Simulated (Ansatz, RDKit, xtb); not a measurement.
# GePNHF2: a search for the lowest isomer, part 2 of 2

Task: start from the formula GePNHF2 (odd number of electrons), draw up candidate structures, narrow them down in stages, and characterise the one that lies lowest at 298.15 K.

xtb, Ansatz and PySCF; isolated molecules. Earlier steps stand in the parts before.

## Step 10: Last filter: a higher level

Single points at CCSD(T)/def2-SVP + MP2/def2-TZVPP - MP2/def2-SVP on the refined geometries decide the order.

c629b, CCSD(T)/def2-SVP:

input.yaml

```yaml
crystal:
  periodic: [false, false, false]
  atoms:
    - {symbol: F, position_ang: [-0.237760, 2.871873, 1.183153]}
    - {symbol: F, position_ang: [0.036745, -0.683299, -1.887070]}
    - {symbol: Ge, position_ang: [-0.286405, 0.096753, -0.323272]}
    - {symbol: N, position_ang: [0.217819, 1.799490, -1.006121]}
    - {symbol: P, position_ang: [0.279802, 3.330656, -0.293850]}
    - {symbol: H, position_ang: [0.500979, 1.763608, -1.987237]}
basis:
  gaussian:
    orbitals: def2-SVP
magnetization:
  spin_polarized: true
  initial_magnetization: 1
correlation:
  method: ccsd_t
  frozen_orbitals: {Ge: 9, H: 0, F: 1, "N": 1, P: 5}
scf:
  omitted_lower_state_checks: [cluster_reference]
```

Started as:

```
$ ansatz run input.yaml --threads 2 --pin off --max-ram 4350MiB --events-out events.jsonl --progress --plain --runs-dir runs
```

The program printed, shortened:

```text
Warning: RAYON_NUM_THREADS=2 ignored (pool sized by the plan → 2); use --threads N
Functional definition: HF
  name "HF"
[...]
927 factors; integrals over basis functions are off by at most 8.2e-4 eV
[...]
mean field -72640.79967149 eV, -2669.5001502249 hartree, gradient 1.6e-6 eV, S^2 0.769103; 2 other end points of the search recorded, 0 dependent functions left out
17 core orbitals not correlated: weight in the atoms' cores, before any rotation towards them, 1.000 or more for the frozen orbitals, at most 0.000 for the correlated occupied ones
reference -72640.79967149 eV, -2669.5001502249 hartree; 20, 19 occupied and 60, 61 virtual orbitals, 927 factors
second order -22.74380633 eV of doubles, -0.00000000 eV of singles
cycle   1  -22.43180108 eV  change    3.1e-1 eV  update   1.4e-1
[...]
cycle  12  -23.27086053 eV  change   -2.3e-5 eV  update   2.3e-5
perturbative correction -0.62047792 eV, -0.0228021428 hartree
Total energy: -72664.69100993 eV, -2670.3781407185 hartree
Checks for a lower state left out: cluster_reference
```

It took 18 s on 2 threads of Intel Xeon 6975P-C (Granite Rapids), shared host; peak memory 0.79 GiB.

## Step 11: c629b at MP2/def2-TZVPP

input.yaml

```yaml
basis:
  gaussian:
    orbitals: def2-TZVPP
crystal:
  periodic: [false, false, false]
  atoms:
    - symbol: F
      position_ang: [-0.237760, 2.871873, 1.183153]
    - symbol: F
      position_ang: [0.036745, -0.683299, -1.887070]
    - symbol: Ge
      position_ang: [-0.286405, 0.096753, -0.323272]
    - symbol: N
      position_ang: [0.217819, 1.799490, -1.006121]
    - symbol: P
      position_ang: [0.279802, 3.330656, -0.293850]
    - symbol: H
      position_ang: [0.500979, 1.763608, -1.987237]
magnetization:
  spin_polarized: true
  initial_magnetization: 1
correlation:
  method: mp2
  frozen_orbitals: {Ge: 9, H: 0, F: 1, "N": 1, P: 5}
```

Started as:

```
$ ansatz run input.yaml --threads 2 --pin off --max-ram 4350MiB --events-out events.jsonl --progress --plain --runs-dir runs
```

The program printed, shortened:

```text
Warning: RAYON_NUM_THREADS=2 ignored (pool sized by the plan → 2); use --threads N
[... 2 set-up lines as earlier in the session ...]
[...]
1265 factors; integrals over basis functions are off by at most 8.3e-4 eV
[...]
mean field -72660.38427174 eV, -2670.2198710092 hartree, gradient 2.0e-6 eV, S^2 0.779222; 3 other end points of the search recorded, 0 dependent functions left out
17 core orbitals not correlated: weight in the atoms' cores, before any rotation towards them, 1.000 or more for the frozen orbitals, at most 0.000 for the correlated occupied ones
reference -72660.38427174 eV, -2670.2198710092 hartree; 20, 19 occupied and 160, 161 virtual orbitals, 1265 factors
second order -28.69535024 eV of doubles, -0.00000000 eV of singles
Total energy: -72689.07962198 eV, -2671.2744056801 hartree
```

Run time: 8.4 s. Hardware: 2 threads of Intel Xeon 6975P-C (Granite Rapids), shared host; peak memory 0.63 GiB.

## Step 12: c398c at CCSD(T)/def2-SVP

input.yaml

```yaml
basis:
  gaussian:
    orbitals: def2-SVP
crystal:
  periodic: [false, false, false]
  atoms:
    - {symbol: F, position_ang: [-3.628727, -0.686270, -1.076909]}
    - {symbol: F, position_ang: [-0.029676, 0.732569, 1.391608]}
    - {symbol: Ge, position_ang: [0.566271, 0.211373, -0.200206]}
    - {symbol: "N", position_ang: [-1.167038, -0.242367, -0.781680]}
    - {symbol: P, position_ang: [-2.632726, -0.113221, 0.083496]}
    - {symbol: H, position_ang: [-1.264438, -0.613285, -1.728115]}
magnetization:
  spin_polarized: true
  initial_magnetization: 1
correlation:
  method: ccsd_t
  frozen_orbitals: {Ge: 9, H: 0, F: 1, "N": 1, P: 5}
scf:
  omitted_lower_state_checks: [cluster_reference]
```

Started as:

```
$ ansatz run input.yaml --threads 2 --pin off --max-ram 4350MiB --events-out events.jsonl --progress --plain --runs-dir runs
```

The program printed, shortened:

```text
Warning: RAYON_NUM_THREADS=2 ignored (pool sized by the plan → 2); use --threads N
[... 2 set-up lines as earlier in the session ...]
[...]
927 factors; integrals over basis functions are off by at most 7.2e-4 eV
[...]
mean field -72640.76168263 eV, -2669.4987541600 hartree, gradient 1.6e-6 eV, S^2 0.769835; 2 other end points of the search recorded, 0 dependent functions left out
17 core orbitals not correlated: weight in the atoms' cores, before any rotation towards them, 1.000 or more for the frozen orbitals, at most 0.000 for the correlated occupied ones
reference -72640.76168263 eV, -2669.4987541600 hartree; 20, 19 occupied and 60, 61 virtual orbitals, 927 factors
second order -22.75535827 eV of doubles, -0.00000000 eV of singles
cycle   1  -22.43702746 eV  change    3.2e-1 eV  update   1.4e-1
[...]
cycle  13  -23.27997906 eV  change   -4.1e-6 eV  update   1.1e-5
perturbative correction -0.62266538 eV, -0.0228825307 hartree
Total energy: -72664.66432707 eV, -2670.3771601412 hartree
Checks for a lower state left out: cluster_reference
```

It took 18 s on 2 threads of Intel Xeon 6975P-C (Granite Rapids), shared host; peak memory 0.8 GiB.

## Step 13: The ranking

Energies in kcal/mol from c097b; G adds the thermal terms to the CCSD(T)/def2-SVP + MP2/def2-TZVPP - MP2/def2-SVP energy. The columns left of the relaxed level are at the tight-binding geometries.

| label | SMILES | spin | GFN2-xTB | HF/STO-3G | r2SCAN-D4/def2-SVP | B3LYP/6-31G* | HF/def2-SVP | MP2/def2-SVP | CCSD(T)/def2-SVP + MP2/def2-TZVPP - MP2/def2-SVP | G | share at equilibrium | T1 |
| --- | --- | --- | --- | --- | --- | --- | --- | --- | --- | --- | --- | --- |
| c097b | [F][P][NH][Ge][F] ‡ | doublet | 0.0 | 0.0 | 0.0 | 0.0 | 0.0 | 0.0 | 0.0 | 0.0 | 53.0 % | 0.018 |
| c629b | F[P][NH][Ge][F] | doublet | -3.7 | 2.3 | -2.1 | -1.5 | -0.6 | -0.2 | -0.6 | 0.2 | 38.9 % | 0.020 |
| c398c | [F][P][NH][Ge][F] ‡ | doublet | 0.4 | -1.3 | -2.4 | -0.6 | 0.3 | 0.4 | 0.5 | 1.1 | 8.1 % | 0.020 |
| c398a | [F][P][NH][Ge][F] ‡ | doublet | 2.8 | 3.2 | -0.1 | 1.7 | 4.3 | 3.5 | 3.0 | 4.6 | < 0.1 % | 0.020 |

‡ marks the bonded skeleton alone, with all bonds drawn single: no Lewis structure was assigned that passes a check against the bond lengths.

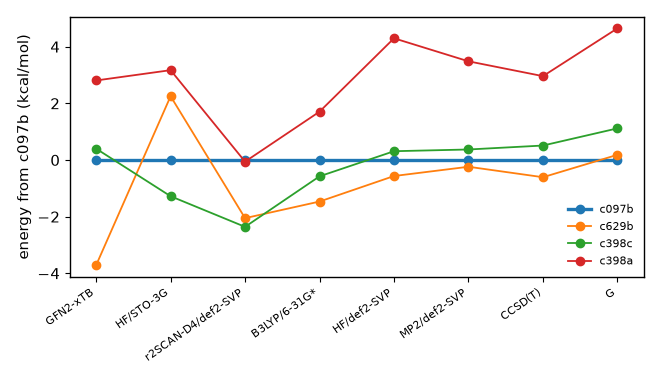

The finalists at each level, measured from c097b.

Lowest found: c097b, `[F][P][NH][Ge][F]` ‡, a doublet of point group C1. Bond lengths: F2–Ge3 1.771 Å, Ge3–N4 1.885 Å, F1–P5 1.630 Å, N4–P5 1.699 Å, N4–H6 1.023 Å. Angles: F2–Ge3–N4 93.4°, Ge3–N4–P5 127.0°, F1–P5–N4 101.3°, Ge3–N4–H6 114.4°, P5–N4–H6 118.6°.

```xyz
6

F    -1.9950    2.8920   -0.0829
F     2.0018   -0.2595    0.0294
Ge    1.2057    0.5267    1.4017
N     0.2787    1.7503    0.3074
P    -0.6487    3.0796    0.8170
H     0.3962    1.5915   -0.6966
```

‡ marks the bonded skeleton alone, with all bonds drawn single: no Lewis structure was assigned that passes a check against the bond lengths.

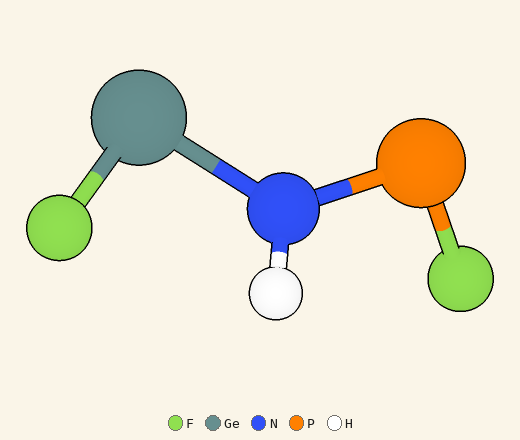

The lowest structure found, seen from a chosen angle (fluorine green, germanium teal, nitrogen blue, phosphorus orange, hydrogen white).

## Step 14: Density, orbitals and dipole (PBE0/def2-TZVPD)

input.yaml

```yaml
crystal:
  periodic: [false, false, false]
  atoms:
    - symbol: F
      position_ang: [-1.994959, 2.892014, -0.082900]
    - symbol: F
      position_ang: [2.001837, -0.259491, 0.029433]
    - symbol: Ge
      position_ang: [1.205747, 0.526728, 1.401687]
    - symbol: "N"
      position_ang: [0.278708, 1.750271, 0.307436]
    - symbol: P
      position_ang: [-0.648719, 3.079582, 0.816997]
    - symbol: H
      position_ang: [0.396184, 1.591515, -0.696633]
basis:
  gaussian:
    orbitals: def2-TZVPD
magnetization:
  spin_polarized: true
  initial_magnetization: 1
hamiltonian:
  xc: {name: PBE0}
output: {forces: true, orbitals: {seedname: orbitals}}
```

Started as:

```
$ ansatz run input.yaml --threads 2 --pin off --max-ram 4350MiB --events-out events.jsonl --progress --plain --runs-dir runs
```

The program printed, shortened:

```text
Warning: RAYON_NUM_THREADS=2 ignored (pool sized by the plan → 2); use --threads N
Functional definition: PBE0
  name "PBE0"
[...]
1342 factors; their error is unknown
[...]
mean field -72734.70830608 eV, -2672.9512288923 hartree, gradient 7.7e-5 eV, S^2 0.758267; 0 other end points of the search recorded, 0 dependent functions left out
[...]
reference -72734.70834787 eV, -2672.9512304282 hartree; 37, 36 occupied and 186, 187 virtual orbitals, 1342 factors
[...]
Atom 1 at     2.001837    -0.259491     0.029433 Å, force    -0.082561     0.081900     0.138582 eV/Å
Atom 2 at     1.205747     0.526728     1.401687 Å, force    -0.208833     0.272569    -0.405238 eV/Å
Atom 3 at     0.278708     1.750271     0.307436 Å, force    -0.144468     0.130358     0.244212 eV/Å
Atom 4 at    -0.648719     3.079582     0.816997 Å, force    -0.061012    -0.597668    -0.547422 eV/Å
Atom 5 at     0.396184     1.591515    -0.696633 Å, force    -0.030244     0.106827     0.214469 eV/Å
Dipole moment:     0.120630     0.006673     0.222631 e Å
```

Run time: 7.5 s. Hardware: 2 threads of Intel Xeon 6975P-C (Granite Rapids), shared host; peak memory 0.86 GiB.

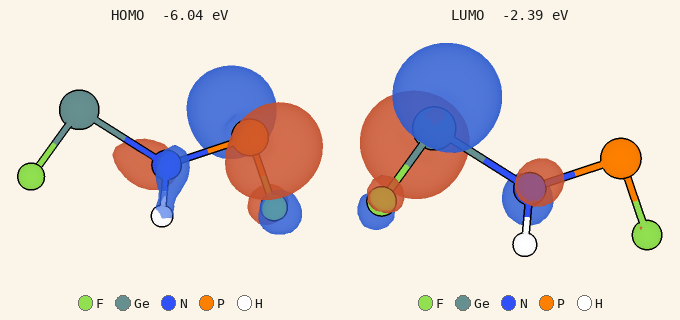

Frontier orbitals of this run (spin up), surfaces at ±0.2 Å^-3/2.

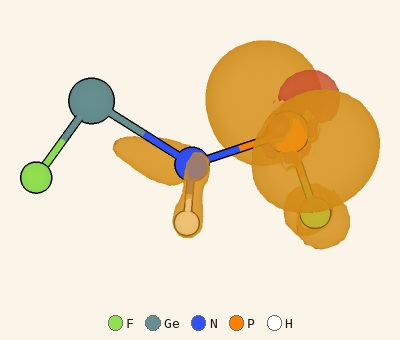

Spin density, surfaces at ±0.03 e/Å³.

## Step 15: Frequencies after a tight-binding relaxation (GFN2-xTB)

start.xyz

```xyz
6
c097b
F     -1.994959     2.892014    -0.082900
F      2.001837    -0.259491     0.029433
Ge     1.205747     0.526728     1.401687
N      0.278708     1.750271     0.307436
P     -0.648719     3.079582     0.816997
H      0.396184     1.591515    -0.696633
```

Started as:

```
$ xtb start.xyz --gfn 2 --ohess tight --uhf 1
```

The program printed, shortened:

```text
[...]
         ::                     SUMMARY                     ::
         :::::::::::::::::::::::::::::::::::::::::::::::::::::
         :: total energy             -17.467994623223 Eh    ::
         :: gradient norm              0.000213065090 Eh/a0 ::
         :: HOMO-LUMO gap              1.547684839905 eV    ::
         ::.................................................::
         :: SCC energy               -17.510576797437 Eh    ::
         :: -> isotropic ES            0.016707577435 Eh    ::
         :: -> anisotropic ES         -0.001706289168 Eh    ::
         :: -> anisotropic XC          0.001273656083 Eh    ::
         :: -> dispersion             -0.004129281380 Eh    ::
         :: repulsion energy           0.042582174214 Eh    ::
         :: add. restraining           0.000000000000 Eh    ::
         :: total charge               0.000000000000 e     ::
         :::::::::::::::::::::::::::::::::::::::::::::::::::::
[...]
          | TOTAL ENERGY              -17.467994623224 Eh   |
          | TOTAL ENTHALPY            -17.441343889537 Eh   |
          | TOTAL FREE ENERGY         -17.482339170285 Eh   |
          | GRADIENT NORM               0.000212956064 Eh/α |
[...]
```

It took 0.12 s on 2 threads of Intel Xeon 6975P-C (Granite Rapids), shared host.

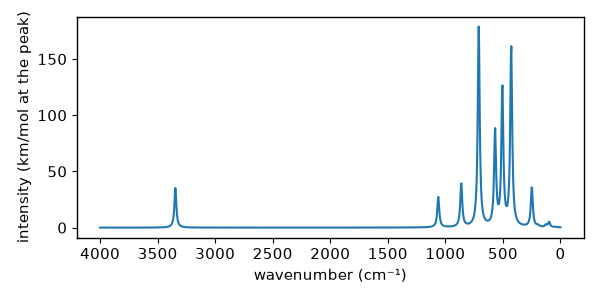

Harmonic infrared spectrum, unscaled, lines broadened by 10 cm⁻¹.

## Step 16: The cation at the same geometry (PBE0/def2-TZVPD)

input.yaml

```yaml
crystal:
  periodic: [false, false, false]
  atoms:
    - {symbol: F, position_ang: [-1.994959, 2.892014, -0.082900]}
    - {symbol: F, position_ang: [2.001837, -0.259491, 0.029433]}
    - {symbol: Ge, position_ang: [1.205747, 0.526728, 1.401687]}
    - {symbol: "N", position_ang: [0.278708, 1.750271, 0.307436]}
    - {symbol: P, position_ang: [-0.648719, 3.079582, 0.816997]}
    - {symbol: H, position_ang: [0.396184, 1.591515, -0.696633]}
basis:
  gaussian: {orbitals: def2-TZVPD}
hamiltonian: {xc: pbe0}
total_charge: 1
```

Started as:

```
$ ansatz run input.yaml --threads 2 --pin off --max-ram 4350MiB --events-out events.jsonl --progress --plain --runs-dir runs
```

The program printed, shortened:

```text
Warning: RAYON_NUM_THREADS=2 ignored (pool sized by the plan → 2); use --threads N
[... 2 set-up lines as earlier in the session ...]
[...]
1342 factors; their error is unknown
[...]
mean field -72726.51634703 eV, -2672.6501799502 hartree, gradient 7.2e-5 eV, S^2 0.000000; 0 other end points of the search recorded, 0 dependent functions left out
reference -72726.51638793 eV, -2672.6501814532 hartree; 36, 36 occupied and 187, 187 virtual orbitals, 1342 factors
Total energy: -72726.51638793 eV, -2672.6501814532 hartree
```

Run time: 2.8 s. Hardware: 2 threads of Intel Xeon 6975P-C (Granite Rapids), shared host.

Difference from the parent: 8.19 eV. Only this spin of the product was run; a higher spin can lie lower.

## Step 17: The anion at the same geometry (PBE0/def2-TZVPD)

input.yaml, as its differences from that of step 16:

```diff
@@ -1 +1,4 @@
+basis:
+  gaussian:
+    orbitals: def2-TZVPD
 crystal:
@@ -9,5 +12,6 @@
     - {symbol: H, position_ang: [0.396184, 1.591515, -0.696633]}
-basis:
-  gaussian: {orbitals: def2-TZVPD}
-hamiltonian: {xc: pbe0}
-total_charge: 1
+total_charge: -1
+hamiltonian:
+  xc: {name: PBE0}
+scf:
+  lower_state_search: off
```

Started as:

```
$ ansatz run input.yaml --threads 2 --pin off --max-ram 4350MiB --events-out events.jsonl --progress --plain --runs-dir runs
```

The program printed, shortened:

```text
Warning: RAYON_NUM_THREADS=2 ignored (pool sized by the plan → 2); use --threads N
[... 2 set-up lines as earlier in the session ...]
[...]
1342 factors; their error is unknown
[...]
mean field -72735.68289372 eV, -2672.9870443276 hartree, gradient 5.1e-6 eV, S^2 0.000000; 0 other end points of the search recorded, 0 dependent functions left out
reference -72735.68293152 eV, -2672.9870457167 hartree; 37, 37 occupied and 186, 186 virtual orbitals, 1342 factors
Total energy: -72735.68293152 eV, -2672.9870457167 hartree
Checks for a lower state left out: stability, starts, cluster_reference, orbital_swaps, neighbouring_geometries, increment
```

Wall time 2.1 s (2 threads of Intel Xeon 6975P-C (Granite Rapids), shared host).

Parent less the species with the added electron: 0.97 eV.

## Step 18: The quartet at the same geometry (PBE0/def2-TZVPD)

input.yaml

```yaml
crystal:
  periodic: [false, false, false]
  atoms:
    - {symbol: F, position_ang: [-1.994959, 2.892014, -0.082900]}
    - {symbol: F, position_ang: [2.001837, -0.259491, 0.029433]}
    - {symbol: Ge, position_ang: [1.205747, 0.526728, 1.401687]}
    - {symbol: N, position_ang: [0.278708, 1.750271, 0.307436]}
    - {symbol: P, position_ang: [-0.648719, 3.079582, 0.816997]}
    - {symbol: H, position_ang: [0.396184, 1.591515, -0.696633]}
basis:
  gaussian:
    orbitals: def2-TZVPD
magnetization:
  spin_polarized: true
  initial_magnetization: 3
hamiltonian:
  xc: pbe0
```

Started as:

```
$ ansatz run input.yaml --threads 2 --pin off --max-ram 4350MiB --events-out events.jsonl --progress --plain --runs-dir runs
```

The program printed, shortened:

```text
Warning: RAYON_NUM_THREADS=2 ignored (pool sized by the plan → 2); use --threads N
[... 2 set-up lines as earlier in the session ...]
[...]
1342 factors; their error is unknown
[...]
mean field -72731.24373076 eV, -2672.8239080977 hartree, gradient 5.8e-5 eV, S^2 3.760882; 2 other end points of the search recorded, 0 dependent functions left out
reference -72731.24377314 eV, -2672.8239096552 hartree; 38, 35 occupied and 185, 188 virtual orbitals, 1342 factors
Total energy: -72731.24377314 eV, -2672.8239096552 hartree
```

Wall time 9.6 s (2 threads of Intel Xeon 6975P-C (Granite Rapids), shared host); peak memory 0.9 GiB.

It lies 3.46 eV above the doublet.

## Step 19: Summary of results

The summary covers parts 1 to 2.

```
                                               quantity                                                                                value
                                 lowest structure found                                                     [F][P][NH][Ge][F] ‡, doublet, C1
                                          next finalist                                   F[P][NH][Ge][F], doublet, 0.2 kcal/mol higher in G
              share at equilibrium, among the finalists                                                                               53.0 %
                                                 funnel  98 starts, 41 minima at GFN2-xTB, 14 screening runs, 3 rescued, 6 relaxed, 4 ranked
                                   CPU time of all runs                                                                               38 min
harmonic wavenumbers, lowest and highest (B3LYP/6-31G*)                                                                     50 and 3465 cm⁻¹
                    rotational constants, same geometry                                                        0.2714, 0.03472, 0.03227 cm⁻¹
                        dipole moment (PBE0/def2-TZVPD)                                                                               1.22 D
   HOMO energy (highest over α and β) (PBE0/def2-TZVPD)                                                                             -6.04 eV
    LUMO energy (lowest over α and β) (PBE0/def2-TZVPD)                                                                             -2.74 eV
     vertical ionisation energy (to the singlet cation)                                                                              8.19 eV
                             vertical electron affinity                                                                              0.97 eV
                          vertical quartet less doublet                                                                             +3.46 eV
```

In words: The search ends on `[F][P][NH][Ge][F]` ‡. The next finalist is drawn with the same bonds. At 0.2 kcal/mol the two aren't resolved. The thermal terms turn the order: in electronic energy alone `F[P][NH][Ge][F]` is lowest. With modes this soft, harmonic terms can't settle so small a difference. GFN2-xTB, HF/STO-3G, r2SCAN-D4/def2-SVP, B3LYP/6-31G*, HF/def2-SVP and MP2/def2-SVP already put its bonding pattern lowest among the structures in one piece. The largest share of the time went into rescue (36 %). 4 minima inside the window were never screened. The search is not exhaustive (a finite list of starts, one conformer a finalist), so a lower isomer can't be ruled out. Patterns outside the rules of the enumeration were met only by chance.

‡ marks the bonded skeleton alone, with all bonds drawn single: no Lewis structure was assigned that passes a check against the bond lengths.
